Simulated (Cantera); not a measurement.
Input: 1 mol SiCl4, 7.5 mol H2, equilibrated at 1 atm.

Cantera equilibrium calculation (NASA polynomials, part measured and part estimated; ideal gas, pure solids and liquids). Candidate condensed phases: Si; 19 gas species. The tables' values for SiCl3 are old estimates; treat these amounts as uncertain. Rates play no part.

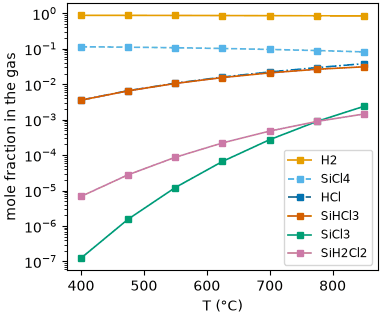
Fig. 1. Equilibrium gas composition (values under 1e-9 drawn at 1e-9)

**Question.** Read off the mole fractions at 625 °C.

**Answer.** H2 about 0.87, SiCl4 about 0.10, HCl about 0.016, SiHCl3 about 0.015, SiH2Cl2 about 0.00022, SiCl3 about 6.6e-5.
